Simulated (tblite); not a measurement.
C$_{3}$H$_{12}$AsNSi: geometry relaxation (part 4 of 4)

Continued. System: C$_{3}$H$_{12}$AsNSi, SMILES CN(C)C[SiH2][AsH2]. Method: GFN2-xTB geometry optimisation, gas phase (tblite 0.8.0). It belongs to a series of runs on one base structure; here: Si replaced by C.

Geometry of the input (Å):
```
C  -0.7545  1.5833  0.0672
N  -0.7032  0.2067  -0.4437
C  -2.0150  -0.2042  -0.9259
C  -0.2484  -0.7159  0.6168
Si 1.6236  -0.7376  0.7476
As 2.5156  -1.1730  -1.3578
H  -1.4963  1.6857  0.8956
H  -1.0497  2.2808  -0.7482
H  0.2384  1.9141  0.4279
H  -1.9712  -1.2089  -1.3909
H  -2.3748  0.4995  -1.7196
H  -2.7763  -0.2256  -0.1036
H  -0.6905  -0.4641  1.6254
H  -0.5333  -1.7715  0.3848
H  2.0435  -1.7751  1.6831
H  2.1147  0.5639  1.2337
H  2.1288  0.2526  -1.8716
H  3.9400  -0.7044  -0.9056
```

## Trajectory as extended XYZ, continued
```
18
Properties=species:S:1:pos:R:3:forces:R:3 step=83 energy=-532.07105
C    -0.6277    1.4912   -0.1232    0.0030  -0.0020  -0.0010
N    -0.6577    0.0704   -0.4044   -0.0010  -0.0020  -0.0020
C    -1.9611   -0.3143   -0.9140   -0.0010   0.0020  -0.0030
C    -0.2790   -0.6955    0.7809   -0.0050  -0.0020  -0.0010
Si    1.6343   -0.7431    0.8295    0.0010   0.0070   0.0090
As    2.0211   -0.5662   -1.4456    0.0000  -0.0020  -0.0010
H    -1.3581    1.7776    0.6498    0.0080   0.0000  -0.0020
H    -0.8498    2.0453   -1.0352    0.0040  -0.0030  -0.0010
H     0.3673    1.7740    0.2208    0.0010  -0.0050   0.0060
H    -1.9462   -1.3713   -1.1765   -0.0010   0.0030   0.0040
H    -2.1775    0.2603   -1.8142   -0.0030   0.0010   0.0000
H    -2.7658   -0.1404   -0.1834    0.0050  -0.0020   0.0010
H    -0.7544   -0.3032    1.6893   -0.0060   0.0020  -0.0040
H    -0.6384   -1.7179    0.6513   -0.0040  -0.0020   0.0060
H     2.0609   -2.0005    1.4683    0.0020   0.0030  -0.0060
H     2.1436    0.3146    1.7245   -0.0010  -0.0030  -0.0030
H     2.2691    0.9087   -1.3795   -0.0040  -0.0020  -0.0010
H     3.5106   -0.7837   -1.3234    0.0030   0.0090   0.0000
18
Properties=species:S:1:pos:R:3:forces:R:3 step=85 energy=-532.07109
C    -0.6271    1.4907   -0.1242    0.0030  -0.0040  -0.0020
N    -0.6578    0.0696   -0.4048   -0.0050   0.0040   0.0020
C    -1.9618   -0.3149   -0.9139    0.0080   0.0040   0.0030
C    -0.2791   -0.6954    0.7813   -0.0010   0.0050  -0.0080
Si    1.6348   -0.7428    0.8297   -0.0130  -0.0070   0.0000
As    2.0207   -0.5645   -1.4456    0.0020  -0.0050   0.0030
H    -1.3582    1.7784    0.6478    0.0110  -0.0040  -0.0030
H    -0.8477    2.0448   -1.0366    0.0050  -0.0050  -0.0020
H     0.3679    1.7725    0.2208   -0.0030  -0.0040   0.0060
H    -1.9470   -1.3722   -1.1756   -0.0040   0.0060   0.0050
H    -2.1780    0.2592   -1.8144   -0.0030   0.0000   0.0010
H    -2.7659   -0.1398   -0.1827    0.0070  -0.0050  -0.0040
H    -0.7541   -0.3013    1.6892   -0.0060  -0.0010  -0.0030
H    -0.6395   -1.7176    0.6525   -0.0020  -0.0030   0.0090
H     2.0601   -2.0016    1.4664    0.0030   0.0000  -0.0050
H     2.1452    0.3118    1.7263    0.0010   0.0070   0.0020
H     2.2684    0.9100   -1.3774   -0.0050   0.0040  -0.0030
H     3.5105   -0.7809   -1.3240    0.0010   0.0070   0.0000
18
Properties=species:S:1:pos:R:3:forces:R:3 step=87 energy=-532.07119
C    -0.6254    1.4894   -0.1266    0.0030   0.0000  -0.0010
N    -0.6580    0.0682   -0.4057    0.0030   0.0040   0.0000
C    -1.9627   -0.3157   -0.9133    0.0090   0.0030   0.0060
C    -0.2796   -0.6947    0.7818    0.0010   0.0040  -0.0060
Si    1.6347   -0.7429    0.8304   -0.0220  -0.0180  -0.0150
As    2.0200   -0.5617   -1.4450    0.0070  -0.0040   0.0070
H    -1.3576    1.7797    0.6430    0.0040  -0.0040   0.0010
H    -0.8424    2.0433   -1.0399    0.0060  -0.0040  -0.0060
H     0.3690    1.7692    0.2215    0.0000  -0.0010   0.0020
H    -1.9492   -1.3734   -1.1731   -0.0030   0.0040   0.0040
H    -2.1796    0.2570   -1.8146   -0.0010   0.0020   0.0030
H    -2.7651   -0.1388   -0.1810   -0.0010  -0.0040  -0.0040
H    -0.7549   -0.2978    1.6884   -0.0030  -0.0050  -0.0010
H    -0.6407   -1.7169    0.6555    0.0000  -0.0010   0.0090
H     2.0588   -2.0043    1.4620    0.0040  -0.0060   0.0000
H     2.1481    0.3069    1.7299    0.0010   0.0170   0.0080
H     2.2649    0.9128   -1.3734   -0.0060   0.0090  -0.0070
H     3.5110   -0.7740   -1.3249   -0.0030   0.0040   0.0010
18
Properties=species:S:1:pos:R:3:forces:R:3 step=90 energy=-532.07135
C    -0.6219    1.4879   -0.1284    0.0040   0.0000  -0.0010
N    -0.6570    0.0669   -0.4075    0.0060  -0.0050  -0.0030
C    -1.9628   -0.3152   -0.9127   -0.0040   0.0000   0.0000
C    -0.2805   -0.6948    0.7811   -0.0030  -0.0060   0.0050
Si    1.6334   -0.7444    0.8315    0.0020   0.0030  -0.0030
As    2.0203   -0.5631   -1.4434    0.0010   0.0020  -0.0010
H    -1.3551    1.7796    0.6397   -0.0040  -0.0020   0.0000
H    -0.8346    2.0423   -1.0424    0.0050  -0.0020  -0.0030
H     0.3718    1.7647    0.2238    0.0060   0.0030  -0.0040
H    -1.9524   -1.3728   -1.1723    0.0040  -0.0020   0.0010
H    -2.1822    0.2573   -1.8135    0.0040   0.0050   0.0050
H    -2.7630   -0.1380   -0.1783   -0.0080   0.0020   0.0000
H    -0.7598   -0.2974    1.6853    0.0090  -0.0040   0.0070
H    -0.6396   -1.7182    0.6568   -0.0070   0.0020  -0.0030
H     2.0589   -2.0052    1.4630    0.0010  -0.0060   0.0020
H     2.1492    0.3075    1.7291   -0.0090   0.0010   0.0000
H     2.2538    0.9135   -1.3722   -0.0040   0.0030  -0.0090
H     3.5127   -0.7643   -1.3246   -0.0010   0.0030   0.0060
18
Properties=species:S:1:pos:R:3:forces:R:3 step=92 energy=-532.07140
C    -0.6208    1.4878   -0.1276    0.0020  -0.0040  -0.0010
N    -0.6563    0.0667   -0.4081   -0.0060  -0.0020   0.0080
C    -1.9628   -0.3144   -0.9128   -0.0010   0.0000   0.0010
C    -0.2807   -0.6960    0.7804    0.0010  -0.0020   0.0020
Si    1.6330   -0.7444    0.8316    0.0090   0.0060   0.0090
As    2.0209   -0.5658   -1.4430   -0.0040   0.0030  -0.0060
H    -1.3542    1.7785    0.6410    0.0030  -0.0020  -0.0080
H    -0.8332    2.0427   -1.0415    0.0030  -0.0030   0.0020
H     0.3731    1.7643    0.2245    0.0000   0.0010  -0.0030
H    -1.9525   -1.3718   -1.1736    0.0030   0.0010   0.0000
H    -2.1827    0.2595   -1.8126    0.0040   0.0030   0.0030
H    -2.7631   -0.1381   -0.1781    0.0000   0.0020  -0.0010
H    -0.7610   -0.2997    1.6845    0.0090   0.0000   0.0080
H    -0.6391   -1.7193    0.6553   -0.0080  -0.0010  -0.0070
H     2.0598   -2.0035    1.4669   -0.0020   0.0020  -0.0030
H     2.1478    0.3109    1.7266   -0.0110  -0.0060  -0.0030
H     2.2498    0.9119   -1.3753   -0.0030   0.0000  -0.0070
H     3.5135   -0.7629   -1.3232    0.0020   0.0040   0.0070
18
Properties=species:S:1:pos:R:3:forces:R:3 step=94 energy=-532.07150
C    -0.6181    1.4866   -0.1282   -0.0020  -0.0060  -0.0010
N    -0.6556    0.0654   -0.4088   -0.0170   0.0050   0.0200
C    -1.9635   -0.3137   -0.9122    0.0070   0.0010   0.0040
C    -0.2812   -0.6976    0.7801    0.0090   0.0020  -0.0030
Si    1.6328   -0.7443    0.8322    0.0040  -0.0070   0.0110
As    2.0216   -0.5679   -1.4424   -0.0040   0.0030  -0.0080
H    -1.3531    1.7774    0.6391    0.0110   0.0020  -0.0120
H    -0.8277    2.0420   -1.0425   -0.0010  -0.0050   0.0030
H     0.3756    1.7626    0.2254   -0.0070  -0.0060  -0.0020
H    -1.9534   -1.3711   -1.1737   -0.0030   0.0060  -0.0020
H    -2.1838    0.2619   -1.8107    0.0040  -0.0010  -0.0020
H    -2.7634   -0.1373   -0.1767    0.0100   0.0000  -0.0010
H    -0.7614   -0.3017    1.6844    0.0060   0.0030   0.0040
H    -0.6406   -1.7204    0.6541   -0.0030  -0.0050  -0.0050
H     2.0599   -2.0032    1.4691   -0.0040   0.0110  -0.0080
H     2.1462    0.3123    1.7262   -0.0100  -0.0050   0.0000
H     2.2417    0.9114   -1.3799   -0.0020  -0.0020  -0.0040
H     3.5152   -0.7561   -1.3205    0.0020   0.0030   0.0060
18
Properties=species:S:1:pos:R:3:forces:R:3 step=96 energy=-532.07161
C    -0.6148    1.4847   -0.1310   -0.0040   0.0020   0.0010
N    -0.6555    0.0635   -0.4087   -0.0030   0.0040   0.0100
C    -1.9643   -0.3139   -0.9106    0.0060   0.0020   0.0030
C    -0.2816   -0.6981    0.7809    0.0060  -0.0010   0.0000
Si    1.6326   -0.7451    0.8330   -0.0030  -0.0120  -0.0040
As    2.0220   -0.5666   -1.4418    0.0010   0.0010  -0.0020
H    -1.3520    1.7777    0.6327    0.0040   0.0130  -0.0010
H    -0.8195    2.0394   -1.0467   -0.0050  -0.0040  -0.0030
H     0.3780    1.7595    0.2259   -0.0040  -0.0080   0.0000
H    -1.9554   -1.3714   -1.1711   -0.0080   0.0050  -0.0060
H    -2.1848    0.2619   -1.8090    0.0060  -0.0040  -0.0040
H    -2.7631   -0.1358   -0.1745    0.0070  -0.0010   0.0020
H    -0.7604   -0.3003    1.6854    0.0040  -0.0010  -0.0030
H    -0.6433   -1.7202    0.6551    0.0050  -0.0040   0.0040
H     2.0585   -2.0064    1.4649   -0.0010   0.0080  -0.0030
H     2.1450    0.3089    1.7298   -0.0060   0.0000   0.0040
H     2.2333    0.9140   -1.3816   -0.0020  -0.0020  -0.0020
H     3.5168   -0.7456   -1.3177   -0.0030   0.0030   0.0030
18
Properties=species:S:1:pos:R:3:forces:R:3 step=99 energy=-532.07169
C    -0.6136    1.4839   -0.1331    0.0000   0.0040   0.0020
N    -0.6558    0.0625   -0.4076    0.0080  -0.0030  -0.0100
C    -1.9643   -0.3143   -0.9094   -0.0040  -0.0010  -0.0040
C    -0.2814   -0.6981    0.7822   -0.0060  -0.0040   0.0010
Si    1.6321   -0.7472    0.8324    0.0020   0.0090  -0.0080
As    2.0218   -0.5635   -1.4420    0.0020  -0.0020   0.0010
H    -1.3514    1.7803    0.6282   -0.0050   0.0130   0.0070
H    -0.8154    2.0368   -1.0504   -0.0020  -0.0030  -0.0030
H     0.3788    1.7567    0.2256    0.0040   0.0010   0.0010
H    -1.9573   -1.3718   -1.1694   -0.0020  -0.0030  -0.0030
H    -2.1840    0.2603   -1.8087    0.0040   0.0000   0.0000
H    -2.7625   -0.1349   -0.1733   -0.0020   0.0020   0.0020
H    -0.7584   -0.2978    1.6864    0.0020  -0.0050   0.0020
H    -0.6446   -1.7199    0.6580    0.0030   0.0000   0.0070
H     2.0575   -2.0097    1.4597    0.0050  -0.0050   0.0060
H     2.1432    0.3053    1.7325   -0.0040  -0.0060   0.0000
H     2.2295    0.9173   -1.3802    0.0000  -0.0010   0.0000
H     3.5169   -0.7395   -1.3159   -0.0030   0.0030   0.0000
18
Properties=species:S:1:pos:R:3:forces:R:3 step=101 energy=-532.07173
C    -0.6125    1.4835   -0.1331    0.0010  -0.0010   0.0010
N    -0.6555    0.0618   -0.4075   -0.0030  -0.0010  -0.0040
C    -1.9644   -0.3139   -0.9092   -0.0030  -0.0020  -0.0030
C    -0.2814   -0.6993    0.7822   -0.0030   0.0020  -0.0020
Si    1.6320   -0.7475    0.8320    0.0020   0.0070   0.0010
As    2.0218   -0.5641   -1.4421    0.0010  -0.0040  -0.0010
H    -1.3504    1.7821    0.6277    0.0010   0.0040   0.0000
H    -0.8133    2.0356   -1.0513    0.0000  -0.0020   0.0020
H     0.3802    1.7550    0.2259    0.0010   0.0050  -0.0010
H    -1.9586   -1.3711   -1.1704    0.0010  -0.0040   0.0000
H    -2.1834    0.2612   -1.8084    0.0000   0.0040   0.0000
H    -2.7622   -0.1344   -0.1726   -0.0010   0.0030  -0.0020
H    -0.7579   -0.2990    1.6866   -0.0020  -0.0020   0.0050
H    -0.6447   -1.7211    0.6586    0.0010  -0.0020   0.0020
H     2.0581   -2.0092    1.4611    0.0050  -0.0030   0.0020
H     2.1409    0.3056    1.7324   -0.0010  -0.0050   0.0000
H     2.2256    0.9173   -1.3825    0.0000  -0.0010   0.0020
H     3.5170   -0.7361   -1.3143   -0.0010   0.0020  -0.0010
```

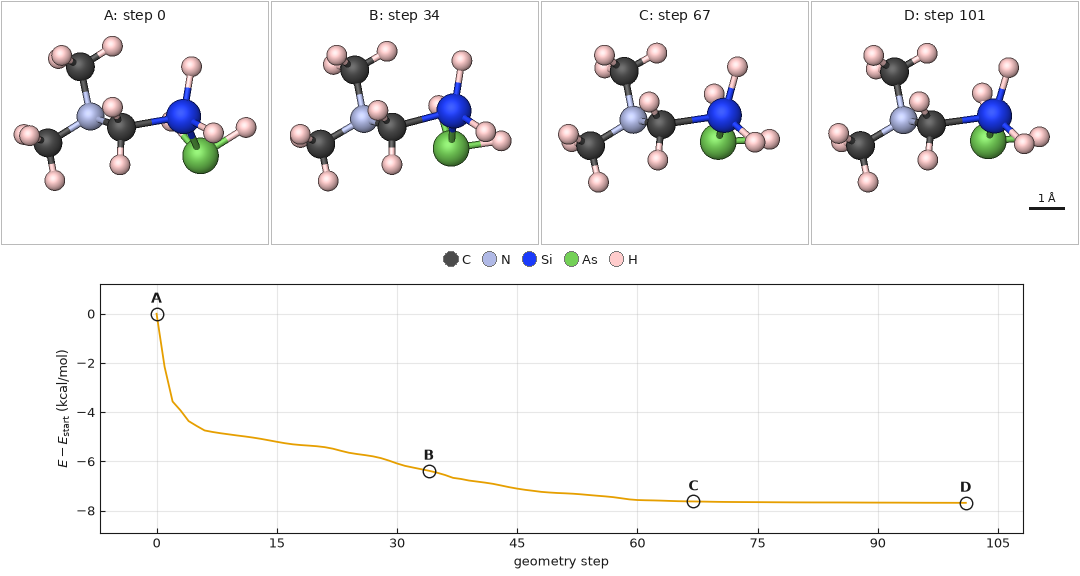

*Frames of the relaxation (ball-and-stick view, seen at a tilt) above the curves, on which the letters mark them (steps are counted from 0).*

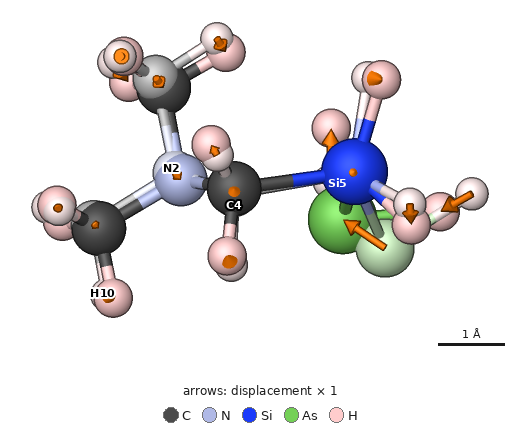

*Start (faint) and end (solid) with the displacements as orange arrows, at true length (ball-and-stick view, seen at a tilt). The two geometries are laid on each other by the best rigid fit.*

The largest move after the best rigid fit is that of H17, 0.83 Å. By element the largest moves are H 0.83 Å, As 0.79 Å, C 0.26 Å, N 0.15 Å, Si 0.08 Å. Distances before and after: As6–H17 1.564 → 1.497 Å, As6–H18 1.566 → 1.510 Å, C4–Si5 1.877 → 1.915 Å, C4–H13 1.130 → 1.098 Å. Among the angles that change: C4–Si5–As6 108.7° → 98.1°, As6–Si5–H16 109.6° → 119.0°, As6–Si5–H15 109.7° → 116.0°. Over 101 geometry steps the energy falls by 7.68 kcal/mol. Largest force component: 0.86 eV/Å at the start, 0.007 eV/Å at the end. (Atoms are counted from 1 in the order of the input.)
